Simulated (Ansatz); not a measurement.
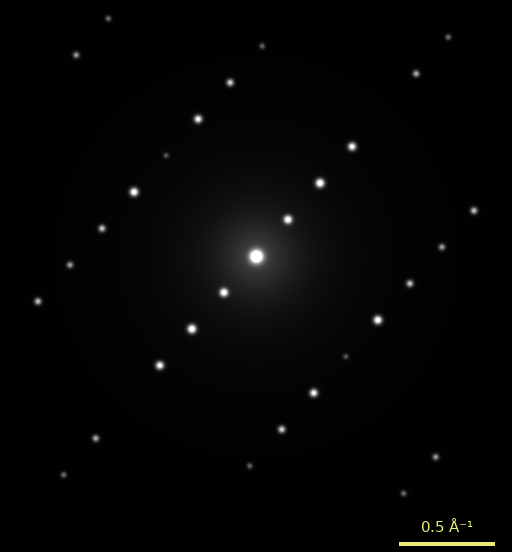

Simulated selected-area electron diffraction pattern (300 kV, kinematic approximation, thin crystal, B = 0.5 Å² for all atoms).

### Describe the geometry of this pattern.

The spots form an oblique net whose two shortest vectors correspond to d = 3.91 Å and 1.41 Å, 83.1° apart.

### What is the point symmetry of the pattern, intensities included?

2.

### Which crystal and zone produced it?

This cannot be fixed from one zone alone; the pattern is [310] of Sb, space group R-3m (No. 166), a = 4.329 Å, c = 11.719 Å (hexagonal axes). The net vectors are 0 0 3 and 1 -3 1 (weak). Structure: the end point of a relaxation at fixed volume with DFT HSE06, scalar-relativistic, plane waves, PAW (Ansatz).
